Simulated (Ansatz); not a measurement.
# Geometry relaxation, with input and output: WH8O (part 2 of 2)

Continued. System: WH8O. Method: RKS PBE-D4/def2-SVP (Ansatz 0.2.0). The input holds or restrains some coordinates. It belongs to a series of runs on one base structure; here: pulled along the bonds that form and break, towards end B.

Geometry of the input (Å):
```
W  0.0000  0.0000  0.0000
H  0.0000  0.0000  2.0700
H  1.7200  0.0000  0.0000
H  0.0000  1.7200  0.0000
H  -1.7200  0.0000  0.0000
H  0.0000  -1.7200  0.0000
H  0.0000  0.0000  -1.7200
O  1.4721  1.5335  0.7063
H  2.2027  1.0805  1.2365
H  0.7317  0.7622  1.9256
```

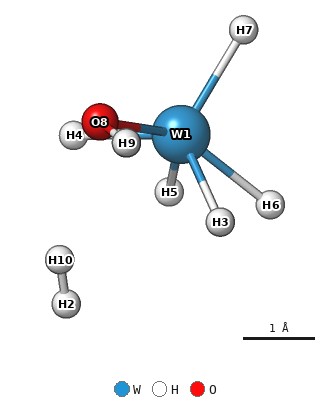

**Figure 1.** The geometry at step 12 of the log (ball-and-stick view, seen at a tilt; atoms are numbered from 1 in the order of the input).

Trajectory as extended XYZ, continued:
```
10
Properties=species:S:1:pos:R:3:forces:R:3 step=4 energy=-3994.52562
W     0.2196    0.2169   -0.3958   -0.8068  -0.6144   2.0439
H     0.0685    0.0688    2.4626   -1.6584  -1.8463   1.0508
H     1.7568   -0.2173    0.0830   -0.4399  -1.9535   0.5907
H    -0.2215    1.7583    0.1068   -1.5785  -0.5390   0.5411
H    -1.5913   -0.0306    0.0561    1.6578  -0.0735   0.2315
H    -0.0435   -1.5944    0.0875   -0.0288   1.8246   0.2372
H     0.0366    0.0159   -1.9459    0.3381   0.1305  -3.1783
O     1.5082    1.4913    0.4649    1.6251   0.9502   0.7339
H     2.1716    1.1192    1.1260   -0.5253   0.4060  -1.3272
H     0.5015    0.5481    2.1732    1.4167   1.7155  -0.9235
10
Properties=species:S:1:pos:R:3:forces:R:3 step=5 energy=-3995.76269
W     0.2583    0.2523   -0.4443   -1.5670  -1.4796   2.1951
H     0.0519    0.0717    2.4972   -1.4226  -1.6169   1.0803
H     1.6981   -0.3696    0.1898   -0.8790  -1.2265   0.0611
H    -0.3701    1.7194    0.2047   -0.7371  -1.0066  -0.1507
H    -1.4664   -0.0827    0.1250    1.4525   0.1985  -0.2018
H    -0.0812   -1.4607    0.1396    0.1660   1.5414  -0.3053
H     0.1347    0.0897   -2.0890    0.4438   0.3096  -1.3700
O     1.5021    1.4829    0.4103    1.5460   1.5658   0.5480
H     2.2063    1.1268    1.0117   -0.2582   0.1809  -0.9566
H     0.4728    0.5464    2.1734    1.2556   1.5334  -0.9002
10
Properties=species:S:1:pos:R:3:forces:R:3 step=6 energy=-3996.57896
W     0.2512    0.2476   -0.4125   -0.3901  -0.4685   0.3924
H     0.0507    0.0767    2.5151   -1.0556  -1.1881   0.8594
H     1.6037   -0.5285    0.2518   -0.6197  -0.4342   0.1921
H    -0.5002    1.6520    0.2143   -0.3372  -0.7495   0.0208
H    -1.3632   -0.0921    0.1569    0.5464   0.0698  -0.0251
H    -0.0941   -1.3609    0.1433   -0.0326   0.5570  -0.0835
H     0.2304    0.1645   -2.1342    0.2860   0.2390  -0.1983
O     1.4862    1.5172    0.4158    1.1325   0.6882   0.3088
H     2.2677    1.1495    0.9047   -0.4367   0.1720  -0.7883
H     0.4740    0.5503    2.1633    0.9068   1.1144  -0.6783
10
Properties=species:S:1:pos:R:3:forces:R:3 step=7 energy=-3996.87127
W     0.2661    0.2508   -0.3965   -0.0678  -0.0066   0.2302
H     0.0550    0.0949    2.5163   -1.0731  -1.2781   0.9973
H     1.4958   -0.6244    0.3757   -0.3053  -0.0236   0.0050
H    -0.6124    1.5254    0.2869   -0.0100  -0.2907  -0.0258
H    -1.2993   -0.0930    0.1670   -0.0618  -0.0901  -0.0418
H    -0.1253   -1.3090    0.1290   -0.0939  -0.1599  -0.0564
H     0.3460    0.2592   -2.1375    0.1403   0.1103   0.0781
O     1.4757    1.5462    0.4150    1.7005   0.0114   0.2149
H     2.3553    1.1583    0.7258   -1.1710   0.5198  -0.6082
H     0.4496    0.5679    2.1368    0.9421   1.2076  -0.7933
10
Properties=species:S:1:pos:R:3:forces:R:3 step=8 energy=-3996.95270
W     0.2688    0.2504   -0.3705   -0.0748  -0.0575   0.3225
H     0.0489    0.1242    2.5427   -0.9749  -1.2066   1.0629
H     1.4457   -0.6584    0.4344   -0.1633   0.0238  -0.0382
H    -0.6401    1.4793    0.3407    0.0309  -0.1562  -0.0009
H    -1.3070   -0.1243    0.1583   -0.0286  -0.0428  -0.0704
H    -0.1462   -1.3304    0.1038   -0.0494  -0.1119  -0.1209
H     0.4215    0.3283   -2.1026    0.0493   0.0334   0.0696
O     1.4934    1.5475    0.4158    1.2626   0.0653  -0.1966
H     2.4090    1.1806    0.5859   -0.9125   0.3158  -0.1624
H     0.4127    0.5788    2.1098    0.8606   1.1367  -0.8657
10
Properties=species:S:1:pos:R:3:forces:R:3 step=9 energy=-3996.99575
W     0.2573    0.2358   -0.3426   -0.0651   0.0557  -0.0249
H     0.1110    0.2375    2.5705   -0.9825  -1.1876   1.1094
H     1.3645   -0.7073    0.4930    0.0737  -0.0289  -0.0138
H    -0.6969    1.3681    0.4292   -0.0205   0.1393  -0.0214
H    -1.3556   -0.1484    0.0823   -0.0055  -0.1882  -0.0149
H    -0.1443   -1.3982   -0.0264   -0.1052   0.0306  -0.0296
H     0.4906    0.4140   -2.0523   -0.0333  -0.0650   0.0489
O     1.5154    1.5444    0.3661    0.2141   0.0836  -0.1455
H     2.3865    1.1518    0.5726    0.0852   0.0822  -0.0003
H     0.4781    0.6785    2.1258    0.8390   1.0783  -0.9080
10
Properties=species:S:1:pos:R:3:forces:R:3 step=10 energy=-3996.99778
W     0.2593    0.2588   -0.3593   -0.0495  -0.4140   0.2160
H     0.1557    0.1946    2.5583   -0.8005  -1.4410   0.9354
H     1.3689   -0.7043    0.4657   -0.0959   0.0033   0.0030
H    -0.7095    1.4066    0.3837    0.0082   0.0615   0.0391
H    -1.3319   -0.2007    0.0906    0.0405   0.0312   0.0558
H    -0.1725   -1.3753   -0.0649    0.0320   0.0657  -0.1389
H     0.4446    0.3622   -2.0760    0.0634   0.0644  -0.0132
O     1.5268    1.5172    0.4157    0.2646   0.3373  -0.3458
H     2.4196    1.1622    0.6054   -0.1005  -0.0243  -0.0045
H     0.4456    0.7548    2.1994    0.6378   1.3160  -0.7471
10
Properties=species:S:1:pos:R:3:forces:R:3 step=11 energy=-3997.01964
W     0.2642    0.2555   -0.3303   -0.4139   0.2658  -0.1037
H     0.1211    0.2744    2.5849   -0.8708  -1.1894   0.9796
H     1.3081   -0.7570    0.5232   -0.0089   0.0559   0.0641
H    -0.7281    1.3964    0.4042   -0.0547  -0.0397  -0.0222
H    -1.2932   -0.2346    0.1965    0.0257  -0.1163  -0.0345
H    -0.1768   -1.4106   -0.2617    0.1509   0.1114   0.0639
H     0.4767    0.3795   -2.0415    0.0001  -0.0502  -0.0192
O     1.5386    1.5352    0.3850    0.3417  -0.2626  -0.1373
H     2.4250    1.1743    0.5849    0.1096   0.1340  -0.0236
H     0.4709    0.7631    2.1732    0.7203   1.0910  -0.7672
10
Properties=species:S:1:pos:R:3:forces:R:3 step=12 energy=-3997.03730
W     0.2548    0.2701   -0.3273   -0.1422   0.1418   0.0226
H     0.1142    0.2841    2.5882   -0.9519  -1.2359   1.0489
H     1.2809   -0.7442    0.5469   -0.0473   0.0130   0.0093
H    -0.7470    1.4052    0.4054   -0.1078  -0.0449  -0.0408
H    -1.2910   -0.2605    0.2046    0.0582  -0.0767   0.0386
H    -0.1536   -1.4084   -0.2913    0.0953   0.2034  -0.0070
H     0.4728    0.3799   -2.0380   -0.0105  -0.0582  -0.0297
O     1.5549    1.5207    0.3904    0.1716  -0.1625  -0.2375
H     2.4481    1.1671    0.5635    0.1366   0.0714   0.0220
H     0.4723    0.7622    2.1759    0.7981   1.1485  -0.8263
10
Properties=species:S:1:pos:R:3:forces:R:3 step=13 energy=-3997.14241
W     0.2370    0.3286   -0.3213    0.3781   0.0617   0.5529
H     0.0932    0.3251    2.5945   -1.1059  -1.2483   1.1174
H     1.1719   -0.7357    0.6107   -0.2993  -0.0661  -0.0972
H    -0.8468    1.4247    0.3769   -0.2555  -0.1494  -0.1283
H    -1.2341   -0.3492    0.3209    0.4115  -0.0034   0.0466
H    -0.0929   -1.3811   -0.4759    0.0710   0.6049  -0.1356
H     0.4503    0.3496   -2.0363   -0.0722  -0.1253  -0.0100
O     1.6179    1.4759    0.4133   -0.1295  -0.3091  -0.5961
H     2.5301    1.1519    0.5399    0.0538   0.0190   0.0863
H     0.4800    0.7864    2.1959    0.9482   1.2159  -0.8359
10
Properties=species:S:1:pos:R:3:forces:R:3 step=14 energy=-3997.34237
W     0.2345    0.3876   -0.3106    0.4113  -0.3042   0.9373
H     0.0776    0.3763    2.6045   -1.1156  -1.0359   1.0458
H     1.0499   -0.7534    0.6627   -0.4707   0.0321  -0.2691
H    -0.9601    1.4192    0.3358   -0.2538  -0.2714  -0.2246
H    -1.1456   -0.4249    0.4372    0.7488   0.1635  -0.1572
H    -0.0469   -1.3270   -0.6612    0.1287   0.9800  -0.0113
H     0.4214    0.3104   -2.0304   -0.0950  -0.1021   0.1118
O     1.6774    1.4474    0.4271   -0.2959  -0.5560  -0.8630
H     2.5950    1.1328    0.5457   -0.0251   0.0268   0.1302
H     0.5033    0.8078    2.2076    0.9672   1.0672  -0.6998
10
Properties=species:S:1:pos:R:3:forces:R:3 step=15 energy=-3997.60028
W     0.2464    0.4670   -0.2901   -0.3620  -1.5503   0.9943
H     0.0686    0.4674    2.6242   -0.8887  -0.5162   0.7524
H     0.8714   -0.8082    0.6880   -0.3071   0.5133  -0.5140
H    -1.1309    1.3664    0.2604    0.1768  -0.3591  -0.2342
H    -0.9979   -0.5202    0.5158    0.7159   0.6003  -0.3651
H     0.0034   -1.2103   -0.7976    0.2205   1.0150   0.1100
H     0.3798    0.2798   -2.0125   -0.0228   0.1269   0.2715
O     1.7452    1.4265    0.4287   -0.2591  -0.4375  -0.8317
H     2.6473    1.0881    0.5841   -0.0233   0.0028   0.1736
H     0.5732    0.8196    2.2175    0.7498   0.6046  -0.3566
10
Properties=species:S:1:pos:R:3:forces:R:3 step=16 energy=-3997.71387
W     0.2254    0.4473   -0.2796   -0.0141  -1.1025   0.6970
H     0.0991    0.5945    2.6417   -1.2782  -0.7710   0.8634
H     0.8385   -0.8583    0.6554   -0.3399   0.4324  -0.4884
H    -1.2359    1.2572    0.2178    0.3687  -0.2844  -0.1156
H    -0.9753   -0.5426    0.5650    0.6395   0.4379  -0.4453
H     0.0883   -1.1597   -0.9658    0.0806   0.7516   0.3947
H     0.3289    0.3437   -2.0130   -0.0120   0.1113   0.3442
O     1.7639    1.3596    0.4206   -0.1881  -0.4618  -0.7643
H     2.6371    0.9857    0.6721   -0.3650   0.0828   0.0607
H     0.6366    0.9487    2.3042    1.1085   0.8036  -0.5463
10
Properties=species:S:1:pos:R:3:forces:R:3 step=17 energy=-3997.85243
W     0.2254    0.4183   -0.2717    0.4276   0.6213   0.0696
H     0.0895    0.7542    2.6283   -1.4164  -0.7077   1.0127
H     0.8127   -0.9171    0.5338    0.1007   0.0165   0.0381
H    -1.2009    1.1537    0.3090   -0.1161  -0.0332  -0.0262
H    -0.8652   -0.5933    0.5393   -0.0337  -0.0357   0.0105
H     0.0986   -1.1062   -0.9814    0.0520  -0.0624  -0.0565
H     0.2772    0.4093   -1.9892   -0.0652  -0.0372   0.0612
O     1.7883    1.3200    0.3697   -0.3650  -0.4803  -0.5063
H     2.5386    0.9007    0.8240    0.1596   0.0197   0.1018
H     0.6422    1.0366    2.2566    1.2565   0.6991  -0.7048
10
Properties=species:S:1:pos:R:3:forces:R:3 step=18 energy=-3997.85063
W     0.2138    0.4299   -0.2756    0.7959  -0.0235   0.5769
H     0.0910    0.8305    2.6158   -1.3973  -0.7594   1.0352
H     0.8690   -0.8959    0.4987   -0.1036  -0.0215  -0.0838
H    -1.2423    1.0972    0.3308   -0.0204   0.0528   0.0341
H    -0.8320   -0.6392    0.5253   -0.0300   0.0461  -0.1142
H     0.1239   -1.0806   -1.0233   -0.0510   0.0059  -0.0456
H     0.1812    0.4535   -1.9876    0.0710  -0.0316  -0.0126
O     1.8347    1.2179    0.3755   -0.5133   0.1175  -0.6672
H     2.5394    0.8298    0.9215    0.0168  -0.1337   0.0154
H     0.6277    1.1332    2.2372    1.2320   0.7474  -0.7382
10
Properties=species:S:1:pos:R:3:forces:R:3 step=19 energy=-3997.86787
W     0.2202    0.4271   -0.2573    0.5277   0.2840   0.1013
H     0.0867    0.8110    2.6361   -1.3701  -0.6857   1.0492
H     0.8473   -0.9119    0.5148   -0.0210  -0.0014   0.0095
H    -1.2359    1.1151    0.3277   -0.0119   0.0032   0.0090
H    -0.8671   -0.6224    0.5120    0.0196  -0.0182   0.0158
H     0.1191   -1.0796   -1.0115    0.0113  -0.0183   0.0107
H     0.2287    0.4247   -1.9719    0.0111   0.0380   0.0379
O     1.8210    1.2695    0.3758   -0.2944  -0.3227  -0.4332
H     2.5635    0.8558    0.8575   -0.0902   0.0471  -0.0364
H     0.6229    1.0868    2.2349    1.2179   0.6739  -0.7639
```

Results in brief:

```json
{"quantity": "outcome", "value": "converged under the restraints of the input"}
{"quantity": "total energy", "value": "−3997.8679 eV"}
{"quantity": "mean-field energy", "value": "−3997.6912 eV"}
{"quantity": "largest force (length of the vector) at the end, held atoms and coordinates included", "value": "1.857 eV/Å"}
{"quantity": "hardware", "value": "1 thread of Arm Neoverse V1, 24 GiB of memory available, shared host"}
{"quantity": "wall time", "value": "66 s"}
{"quantity": "peak memory", "value": "0.15 GiB"}
```
